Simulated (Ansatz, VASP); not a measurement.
## SnSe2 in two plane-wave programs

One calculation is typed for both programs; each brings its own data sets. How far apart do they land? The cell is taken from a series of VASP runs on this material, whose earlier steps may have relaxed, scaled or displaced it; both programs get it as it stands. Valence electrons are named where the data sets of a main pair hold unlike numbers.

Method: plane waves, with VASP 6.6.1 beside it; band structure at PBEsol, single point at PBEsol and band structure at PBEsol, spin-orbit coupling, in Ansatz 0.2.0.

### Step 1. Starting point

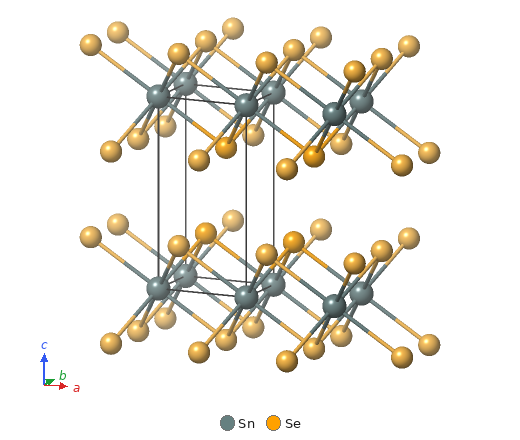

The cell as given, slightly off an axis (tin teal, selenium orange). 2×1×1 cells are drawn. Some periodic images of atoms are drawn too.

### Step 2. Ansatz: band structure, PBEsol

Ansatz runs on its default PAW (the set named soft_2) files.

Levels along a path test the potential and the projectors away from the mesh points.

Input file input.yaml:

```yaml
crystal:
  lattice:
    - [3.8202979081, 0.0, 0.0]
    - [-1.910148954, 3.3084750384, 0.0]
    - [0.0, 0.0, 6.1341064093]
  atoms:
    - { symbol: Sn, position: [0.0, 0.0, 0.0] }
    - { symbol: Se, position: [0.3333333333, 0.6666666667, 0.2587113852] }
    - { symbol: Se, position: [0.6666666667, 0.3333333333, 0.7412886148] }
hamiltonian:
  xc: pbesol
  pseudopotentials: { kind: paw }
kpoints:
  mp_grid: { grid: [7, 7, 4] }
  band_path:
    path:
      - [0.0, 0.0, 0.0]
      - [0.13333, 0.0, 0.0]
      - [0.3, 0.0, 0.0]
      - [0.46667, 0.0, 0.0]
      - [0.46667, 0.06667, 0.0]
      - [0.41111, 0.17778, 0.0]
      - [0.35556, 0.28889, 0.0]
      - [0.28889, 0.28889, 0.0]
      - [0.17778, 0.17778, 0.0]
      - [0.08889, 0.08889, 0.0]
      - [0.06667, 0.06667, 0.0]
      - [0.0, 0.0, 0.03333]
      - [0.0, 0.0, 0.2]
      - [0.0, 0.0, 0.36667]
      - [0.0, 0.0, 0.5]
      - [0.16667, 0.0, 0.5]
      - [0.3, 0.0, 0.5]
      - [0.46667, 0.0, 0.5]
      - [0.46667, 0.06667, 0.5]
      - [0.41111, 0.17778, 0.5]
      - [0.35556, 0.28889, 0.5]
      - [0.28889, 0.28889, 0.5]
      - [0.17778, 0.17778, 0.5]
      - [0.06667, 0.06667, 0.5]
      - [0.5, 0.0, 0.46667]
      - [0.5, 0.0, 0.33333]
      - [0.5, 0.0, 0.3]
      - [0.5, 0.0, 0.13333]
      - [0.33333, 0.33333, 0.0]
      - [0.33333, 0.33333, 0.16667]
      - [0.33333, 0.33333, 0.33333]
      - [0.33333, 0.33333, 0.5]
    npoints: 1
scf:
  occupations: { method: gaussian, width: 0.05 }
  n_extra_bands: 7
output:
  forces: true
  stress: true
  eigenvalues: true
  write_density: true
  write_potential: true
  elf: true
  volumetric_format: npy
```

Command:

```console
$ ansatz run input.yaml --threads 2 --pin off --max-ram 4608MiB --backend cpu --events-out ev --progress --plain --runs-dir out
```

Numbers of over 12 decimals in the logs are rounded to 6 here.

The log of the run:

```text
scf.n_extra_bands = 7 over 23 filled bands (N_el = 46.0): the run solves 30 bands
Engine: ansatz 0.2.0, aarch64-unknown-linux-gnu
Pseudopotentials: kind: paw
Pseudopotential: Sn, paw, valence charge 14, recommended cutoff 420 eV (normal), Sn.paw.azcp
Pseudopotential: Se, paw, valence charge 16, recommended cutoff 420 eV (normal), Se.paw.azcp
Functional definition: PBEsol
  exchange = pbesol_x
  correlation = pbesol_c
Crystal: 3 atoms, lattice volume = 77.531 Å³
Basis set: ecut = 420 eV, 1509 PW (Γ), exchange–correlation on 54×54×90 points (8 copies of the dense FFT grid, shifted against one another)
Bands: 30, of which v1, the nominal top of the filled ones, is band 23 counted from 1 (22 counted from 0)
Symmetry: 12 space group operations
Space group: P-3m1 (ITA 164), of the structure as read, at distance tolerance 4.3e-5 Å
k-points: 28 of 196
Non-local potential: Sn, projectors of the file, l = 0: 2, l = 1: 2, l = 2: 2, l = 3: 2
Non-local potential: Se, projectors of the file, l = 0: 2, l = 1: 2, l = 2: 3, l = 3: 1
PAW form: soft (Blöchl's): semilocal exchange-correlation on the pseudo side does not see the compensation charge
PAW frozen core: Sn, regenerated for the run's functional, and the local potential with it (the file was generated under x = pbe(κ = 0.804, μ = 0.219515), c = pbe(β = 0.066725))
PAW frozen core: Se, regenerated for the run's functional, and the local potential with it (the file was generated under x = pbe(κ = 0.804, μ = 0.219515), c = pbe(β = 0.066725))
PAW one-centre angular grid: Sn, 590 points (default); XC on 64 Gauss nodes
PAW one-centre angular grid: Se, 590 points (default); XC on 64 Gauss nodes
Initial density: superposition of atomic densities (neutral atoms: chi_scale 0, normalization atom), corrected by the library's trained network
Initial wavefunctions: pseudopotential atomic-orbital guess
Functional: x = pbesol(κ = 0.804, μ = 0.123457), c = pbesol(β = 0.046)
SCF iter   1: F=—  HF=-16799.218669 eV  |F-HF|=—  |Δ(HF+E_count)|=         —  Δρ=2.08e-3  dr2=3.18e-3  ethr=1.77e-3  ⟨swp⟩=6.2  Hψ=3712  notcnv=0  defer=6
preconditioner: auto → Resta (q_TF=auto, 2.501 Å⁻¹)  ε∞=2.6  [insulator: Δε(μ)=0.642 eV  Ē_g=17.198 eV  σ=0.050 eV  W_gap=1.00  n_scr=22 (ndim 8)  ℏωp=21.5 eV  f_vac=0.059  D(μ)=0.00/eV (n_scr^D=0)  ε∞_Penn≈2.6]
SCF iter   2: F=—  HF=-16799.215814 eV  |F-HF|=—  |Δ(HF+E_count)|=   2.85e-3  Δρ=1.03e-3  dr2=7.31e-4  ethr=6.91e-6  ⟨swp⟩=3.0  Hψ=1774  notcnv=0  defer=35
SCF iter   3: F=—  HF=-16799.215779 eV  |F-HF|=—  |Δ(HF+E_count)|=   3.56e-5  Δρ=3.15e-4  dr2=5.58e-5  ethr=1.59e-6  ⟨swp⟩=2.0  Hψ=1147  notcnv=0  defer=35
SCF iter   4: F=—  HF=-16799.215786 eV  |F-HF|=—  |Δ(HF+E_count)|=   7.44e-6  Δρ=1.17e-4  dr2=9.71e-6  ethr=1.21e-7  ⟨swp⟩=2.0  Hψ=1109  notcnv=0  defer=35
SCF iter   5: F=—  HF=-16799.215792 eV  |F-HF|=—  |Δ(HF+E_count)|=   5.82e-6  Δρ=3.58e-5  dr2=1.59e-6  ethr=2.11e-8  ⟨swp⟩=2.0  Hψ=936  notcnv=0  defer=35
SCF iter   6: F=-16799.215792 eV  HF=-16799.215792 eV  |F-HF|=8.02e-8  |Δ(HF+E_count)|=   4.18e-7  Δρ=8.09e-6  dr2=6.39e-8  ethr=2.17e-10  ⟨swp⟩=11.5  Hψ=5921  notcnv=0
SCF 1 converged in 6 iterations: F = -16799.215792 eV  dr2 = 6.39e-8
  greatest PAW one-centre occupation: 1.000 electrons in one spin orbital (limit 2), on the Se atom at site 2 (counted from 0), in its partial waves of l = 2
NSCF: frozen V_eff on 32 k-points
SCF converged after 6 iterations
Free energy (F): -16799.215792 eV
Harris-Foulkes:  -16799.215792 eV  (|F-HF|=8.02e-8)
Internal energy: -16799.215792 eV  (E = F + TS)
E sigma→0 (E₀):  -16799.215792 eV
Fermi energy:    8.258186 eV
--- Per-component energies (eV) ---
  E_band       = -865.415965
  E_kinetic    = 424.807756
  E_local      = -5984.628020  (includes V_loc(G=0)·N_el)
  E_nonlocal   = -1214.416341
  E_hartree    = 3063.433947
  E_xc         = -584.538654
  E_vxc        = -291.699399  (∫ρ·V_xc dr)
  E_paw        = -7805.398563  (= ΣΔE_a)
  E_vpaw       = 73.644088  (= ΣTr[D̂ρ^β])
  E_aug_tail   = -0.001227  (compensation charges beyond the density's cutoff)
  E_ewald      = -4700.776431
  E_core_change = 2.301741  (= ΣΔE_core)
  E_smearing   = -0.000000  (= −TS)
  E_closure    = -0.000000  (closes the sum)
  Σ components = -16799.215792   (vs F -16799.215792, Δ=0.00e0)
--- Forces (eV/Å), atoms counted from 1 ---
  atom   1  Sn     0.00000000     0.00000000     0.00000000
  atom   2  Se    -0.00000000     0.00000000    -0.01788575
  atom   3  Se     0.00000000    -0.00000000     0.01788575
  max |Σ_I F_I| component: 4.63e-18 eV/Å
--- Stress (GPa, compression-positive) ---
       -0.034287      -0.000000      -0.000000
       -0.000000      -0.034287       0.000000
       -0.000000       0.000000      -0.064793
  P = ⅓ Tr σ = -0.0445 GPa (-0.445 kbar)
--- Band table (eV; the first three rows and the last of 28) ---
  k-point 0: bands = [... 19 lower, 7.3944, 7.6269, 7.6269, 7.8713, 8.8310, 10.9397, 12.5622, 12.5622, ... 3 higher]
  k-point 1: bands = [... 19 lower, 7.3169, 7.3169, 7.7415, 7.7415, 9.8121, 10.9264, 12.4015, 12.4015, ... 3 higher]
  k-point 2: bands = [... 19 lower, 7.2687, 7.2687, 7.8283, 7.8283, 10.4302, 10.8236, 12.2503, 12.2503, ... 3 higher]
  k-point 27: bands = [... 19 lower, 3.9498, 4.6129, 7.4384, 7.5771, 10.1453, 12.1773, 12.5924, 13.8382, ... 3 higher]
```

Wall time 5.6 s (2 threads of Arm Neoverse N1, shared host); peak memory 0.36 GiB; 10 s of CPU time.

### Step 3. VASP: band structure, PBEsol

The same cell, functional, mesh and smearing now go to VASP, with its own data sets.

Lines of VASP's logs that name or quote its potential files are left out, and so is its time.

Input file INCAR:

```
SYSTEM = SnSe2
PREC = Accurate
ENCUT = 400
EDIFF = 1E-06
NELM = 100
ISMEAR = 0
SIGMA = 0.05
LREAL = .FALSE.
ALGO = Normal
GGA = PS
NBANDS = 26
LORBIT = 11
LWAVE = .FALSE.
LCHARG = .FALSE.
KPAR = 2
```

Input file POSCAR:

```
SnSe2
1.0
    3.8202979081      0.0000000000      0.0000000000
   -1.9101489540      3.3084750384      0.0000000000
    0.0000000000      0.0000000000      6.1341064093
Sn Se
1 2
Direct
    0.0000000000      0.0000000000      0.0000000000
    0.3333333333      0.6666666667      0.2587113852
    0.6666666667      0.3333333333      0.7412886148
```

Input file KPOINTS:

```
Automatic mesh
0
Gamma
7 7 4
0 0 0
```

Input file KPOINTS_OPT:

```
Line mode
16
Line-mode
Reciprocal
  0.00000000   0.00000000   0.00000000 GAMMA
  0.50000000   0.00000000   0.00000000 M

  0.50000000   0.00000000   0.00000000 M
  0.33333333   0.33333333   0.00000000 K

  0.33333333   0.33333333   0.00000000 K
  0.00000000   0.00000000   0.00000000 GAMMA

  0.00000000   0.00000000   0.00000000 GAMMA
  0.00000000   0.00000000   0.50000000 A

  0.00000000   0.00000000   0.50000000 A
  0.50000000   0.00000000   0.50000000 L

  0.50000000   0.00000000   0.50000000 L
  0.33333333   0.33333333   0.50000000 H

  0.33333333   0.33333333   0.50000000 H
  0.00000000   0.00000000   0.50000000 A

  0.50000000   0.00000000   0.50000000 L
  0.50000000   0.00000000   0.00000000 M

  0.33333333   0.33333333   0.00000000 K
  0.33333333   0.33333333   0.50000000 H
```

The projector-augmented-wave data sets are Sn_d and Se (PBE family, release 64).

Command:

```console
$ mpirun -np 2 vasp_std
```

The log of the run:

```text
[banner, memory and clock lines left out]
running    2 mpi-ranks, on    1 nodes
 distrk:  each k-point on    1 cores,    2 groups
 distr:  one band on    1 cores,    1 groups

 POSCAR found type information on POSCAR SnSe
 POSCAR found :  2 types and       3 ions
|                                                                             |
|               ----> ADVICE to this user running VASP <----                  |
|                                                                             |
|     You enforced a specific xc type in the INCAR file but a different       |
|     [... a line on the potential file left out ...]
|     I HOPE YOU KNOW WHAT YOU ARE DOING!                                     |
|                                                                             |

 LDA part: xc-table for (Slater+PW92), standard interpolation
 POSCAR, INCAR and KPOINTS ok, starting setup
 FFT: planning ... GRIDC
 FFT: planning ... GRID_SOFT
 FFT: planning ... GRID
 WAVECAR not read
 entering main loop
       N       E                     dE             d eps       ncg     rms          rms(c)
DAV:   1     0.185742339226E+03    0.18574E+03   -0.99095E+03  1550   0.950E+02
DAV:   2     0.951857842076E+01   -0.17622E+03   -0.16569E+03  1640   0.298E+02
DAV:   3    -0.125511479578E+02   -0.22070E+02   -0.21742E+02  1784   0.895E+01
DAV:   4    -0.132258103113E+02   -0.67466E+00   -0.67400E+00  1782   0.169E+01
DAV:   5    -0.132416264499E+02   -0.15816E-01   -0.15814E-01  1908   0.261E+00    0.494E+00
DAV:   6    -0.130033343913E+02    0.23829E+00   -0.37805E-01  2034   0.569E+00    0.309E+00
DAV:   7    -0.129775531554E+02    0.25781E-01   -0.11796E-01  1826   0.195E+00    0.904E-01
DAV:   8    -0.129756539704E+02    0.18992E-02   -0.97460E-03  1870   0.761E-01    0.256E-01
DAV:   9    -0.129756868610E+02   -0.32891E-04   -0.10099E-03  1618   0.193E-01    0.774E-02
DAV:  10    -0.129756852917E+02    0.15693E-05   -0.83782E-05  1810   0.494E-02    0.271E-02
DAV:  11    -0.129756971227E+02   -0.11831E-04   -0.15153E-05  1584   0.197E-02    0.488E-03
DAV:  12    -0.129756974011E+02   -0.27838E-06   -0.88237E-07  1394   0.505E-03
   1 F= -.12975697E+02 E0= -.12975697E+02  d E =-.118472E-10
 Start KPOINTS_OPT (optional k-point list driver)
k-point batch [1-28\144]
       N       E                     dE             ncg
DAV:   1     0.260134745254E+03   -0.15099E+05     1586
DAV:   2    -0.463534523136E+04   -0.48955E+04     1562
DAV:   3    -0.524999371501E+04   -0.61465E+03     1838
DAV:   4    -0.526954687912E+04   -0.19553E+02     1716
DAV:   5    -0.526999130224E+04   -0.44442E+00     2010
DAV:   6    -0.527000513997E+04   -0.13838E-01     1824
DAV:   7    -0.527000581525E+04   -0.67528E-03     2238
DAV:   8    -0.527000581864E+04   -0.33920E-05     1472
DAV:   9    -0.527000581882E+04   -0.18021E-06     1266
[...]
k-point batch [141-144\144]
       N       E                     dE             ncg
DAV:   1     0.189003413622E+05   -0.32255E+04      224
DAV:   2     0.181952886743E+05   -0.70505E+03      224
DAV:   3     0.181077278489E+05   -0.87561E+02      260
DAV:   4     0.181051571665E+05   -0.25707E+01      248
DAV:   5     0.181051009124E+05   -0.56254E-01      288
DAV:   6     0.181050989209E+05   -0.19916E-02      252
DAV:   7     0.181050987940E+05   -0.12684E-03      320
DAV:   8     0.181050987936E+05   -0.43626E-06      202
```

From OUTCAR (step 3):

```text
ion  position               nearest neighbor table
   1  0.000  0.000  0.000-   2 2.72   3 2.72   2 2.72   3 2.72   3 2.72   2 2.72
   2  0.333  0.667  0.259-   1 2.72   1 2.72   1 2.72
   3  0.667  0.333  0.741-   1 2.72   1 2.72   1 2.72

  LATTYP: Found a hexagonal cell.
 ALAT       =     3.8202979081
 C/A-ratio  =     1.6056617983

 Subroutine GETGRP returns: Found 12 space group operations
 (whereof 12 operations were pure point group operations)

The static configuration has the point symmetry D_3d.

 Found     28 irreducible k-points:

   k-points           NKPTS =     28   k-points in BZ     NKDIM =     28   number of bands    NBANDS=     26

   dimension x,y,z NGX =    28 NGY =   28 NGZ =   40
   dimension x,y,z NGXF=    56 NGYF=   56 NGZF=   80

   ENCUT  =  400.0 eV  29.40 Ry    5.42 a.u.   6.23  6.23 10.00*2*pi/ulx,y,z

   NELECT =      26.0000    total number of electrons

 k-points in reciprocal lattice and weights: Automatic mesh
   0.00000000  0.00000000  0.00000000       0.005
   0.14285714  0.00000000  0.00000000       0.031
   0.28571429  0.00000000  0.00000000       0.031
   0.42857143 -0.00000000  0.00000000       0.031
   0.14285714  0.14285714  0.00000000       0.031
   0.28571429  0.14285714  0.00000000       0.061
   0.42857143  0.14285714  0.00000000       0.031
   0.28571429  0.28571429  0.00000000       0.031
   0.00000000  0.00000000  0.25000000       0.010
[...]
0.42857143  0.14285714  0.50000000       0.031
   0.28571429  0.28571429  0.50000000       0.031

 average (electrostatic) potential at core
       1-102.5008       2 -53.3511       3 -53.3511

 E-fermi :   4.2325

 k-point     1 :       0.0000    0.0000    0.0000
  band No.  band energies     occupation
    ...
      9       3.4714      2.00000
     10       3.4714      2.00000
     11       3.7059      2.00000
     12       3.7059      2.00000
     13       3.9581      2.00000
     14       4.9049      0.00000
     15       7.0091      0.00000
     16       8.6332      0.00000
     17       8.6332      0.00000
     18      12.0570      0.00000
    ...

 k-point     2 :       0.1429    0.0000    0.0000
  band No.  band energies     occupation
    ...
      9       1.7509      2.00000
     10       2.7185      2.00000
     11       2.7921      2.00000
     12       3.9752      2.00000
     13       4.0194      2.00000
     14       6.1014      0.00000
     15       7.6558      0.00000
     16       8.4729      0.00000
     17       8.9454      0.00000
     18      11.3792      0.00000
    ...

 k-point     3 :       0.2857    0.0000    0.0000
  band No.  band energies     occupation
    ...
      9       0.2438      2.00000
     10       1.3895      2.00000
     11       2.0265      2.00000
     12       3.6241      2.00000
     13       3.9244      2.00000
     14       5.7230      0.00000
     15       7.8425      0.00000
     16       9.2486      0.00000
     17       9.6457      0.00000
     18      10.2499      0.00000
    ...

  Total        0.0234388      0.0234388      0.0151705      0.0000000      0.0000000     -0.0000000
  in kB        0.4843606      0.4843606      0.3134968      0.0000000      0.0000000     -0.0000000
  external PRESSURE =       0.4274060 kB  Pullay stress =       0.0000000 kB

  energy-cutoff  :      400.00
  volume of cell :       77.53
      direct lattice vectors                 reciprocal lattice vectors
     3.820297908  0.000000000  0.000000000     0.261759691  0.151127028  0.000000000
    -1.910148954  3.308475038  0.000000000     0.000000000  0.302254056  0.000000000
     0.000000000  0.000000000  6.134106409     0.000000000  0.000000000  0.163022930

 POSITION                                       TOTAL-FORCE (eV/Angst)
 -----------------------------------------------------------------------------------
      0.00000      0.00000      0.00000        -0.000000     -0.000000      0.000000
     -0.00000      2.20565      1.58696         0.000000     -0.000000      0.003149
      1.91015      1.10283      4.54714        -0.000000      0.000000     -0.003149
 -----------------------------------------------------------------------------------
    total drift:                               -0.000000     -0.000000     -0.000000

  FREE ENERGIE OF THE ION-ELECTRON SYSTEM (eV)
  ---------------------------------------------------
  free  energy   TOTEN  =       -12.9756974011 eV

  energy  without entropy=      -12.9756974011  energy(sigma->0) =      -12.97569740

 total charge
# of ion       s       p       d       tot
------------------------------------------
    1        1.062   1.027  10.098  12.187
    2        1.488   2.290   0.028   3.806
    3        1.488   2.290   0.028   3.806
--------------------------------------------------
tot          4.037   5.607  10.154  19.799

[... 3 further parts left out ...]
```

The run ends at a pressure of 0.04 GPa, with forces up to 0.0031 eV/Å.

### Step 4. Side by side

Known differences besides the potentials themselves: the data sets hold 46 valence electrons in Ansatz (on its default PAW (the set named soft_2) files) and 26 in VASP; the cutoff is 420 eV in Ansatz and 400 eV in VASP; Ansatz makes its cores anew for this functional, VASP keeps those of its PBE data sets; VASP leaves aspherical gradient terms in its spheres out (LASPH is not set), Ansatz keeps them. Total energies have different zeros and are not compared.

Compared:

| quantity | Ansatz | VASP | difference |
| --- | --- | --- | --- |
| pressure (GPa) | -0.04 | 0.04 | -0.09 |
| gap over the path points (eV) | 0.499 | 0.492 | +0.007 |

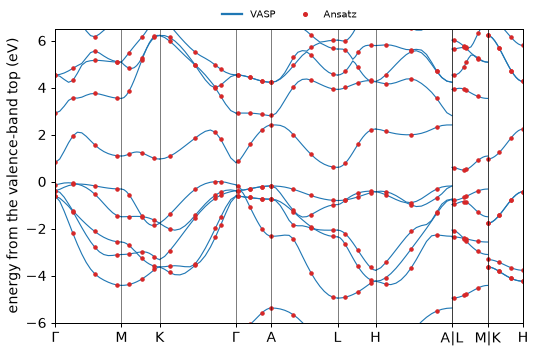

Bands from VASP (lines) and levels from Ansatz (dots). Dots without a line are higher empty bands that the VASP plot leaves out.

Levels at points of the path, from each program's valence-band top (eV; 4 filled, then empty):

| k (reciprocal lattice) | Ansatz | VASP |
| --- | --- | --- |
| 0.000 0.000 0.000 | -0.62 -0.38 -0.38 -0.14 0.82 2.93 4.55 | -0.62 -0.39 -0.39 -0.14 0.81 2.92 4.54 |
| 0.133 0.000 0.000 | -1.27 -1.24 -0.12 -0.07 1.95 3.58 4.32 | -1.28 -1.25 -0.13 -0.07 1.95 3.56 4.31 |
| 0.300 0.000 0.000 | -2.79 -2.12 -0.54 -0.18 1.56 3.76 5.17 | -2.80 -2.13 -0.54 -0.18 1.55 3.75 5.16 |
| 0.467 0.000 0.000 | -3.11 -2.55 -1.45 -0.31 1.11 3.56 5.09 | -3.11 -2.56 -1.45 -0.31 1.10 3.55 5.08 |
| 0.467 0.067 0.000 | -3.07 -2.71 -1.48 -0.55 1.18 3.86 4.84 | -3.08 -2.72 -1.49 -0.56 1.17 3.85 4.83 |
| 0.411 0.178 0.000 | -3.25 -2.99 -1.49 -1.45 1.23 5.16 5.27 | -3.26 -2.99 -1.49 -1.46 1.22 5.16 5.26 |
| 0.356 0.289 0.000 | -3.59 -3.19 -1.86 -1.64 1.00 6.13 6.18 | -3.60 -3.20 -1.86 -1.65 0.99 6.12 6.18 |
| 0.289 0.289 0.000 | -3.59 -2.93 -2.02 -1.40 1.08 5.99 6.14 | -3.59 -2.94 -2.02 -1.40 1.08 5.98 6.13 |
| 0.178 0.178 0.000 | -3.50 -1.53 -1.43 -0.33 1.86 4.95 4.98 | -3.50 -1.54 -1.44 -0.33 1.85 4.95 4.97 |
| 0.089 0.089 0.000 | -1.97 -0.70 -0.57 0.00 2.10 3.99 4.01 | -1.98 -0.70 -0.57 0.00 2.10 3.98 4.01 |

At this near-relaxed geometry the largest component of a force difference is 21 meV/Å. Among the levels compared at these points, filled levels agree within 9 meV and empty ones within 14 meV. Ansatz's pressure holds a Pulay correction of 0.04 GPa; VASP's holds none.

[end of part 1 of 2]

[Lines on the potential files, build, host, timing and source positions are cut from VASP's logs without a mark.]

[Logs are printed without paths, hosts, clocks, repeated set-up lines and the standing remarks that a program may print on its own settings, such as how far it seeks lower states.]

[Hosts, paths, dates, database ids (printed as entryN), source tags and the programs' standing remarks are cut or masked in the printed files.]
